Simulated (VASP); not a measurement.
Band structure of K (space group Im-3m). These are r2SCAN+rVV10, VASP's PBE PAW potentials (set 64) (plane waves; VASP 6.6.1) values and carry that method's errors.

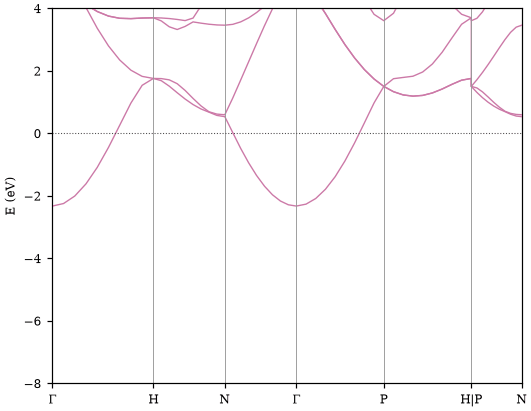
Figure. Bands along high-symmetry lines, zero at the valence-band maximum or, without a gap, the Fermi level

Task: Read the plot: is there a gap, and where are the band edges?

Result: It has no gap at this level: it comes out as a metal or semimetal.

The structure comes from a measured K entry (Im-3m) of the Crystallography Open Database, whose conditions weren't checked. It was relaxed first.
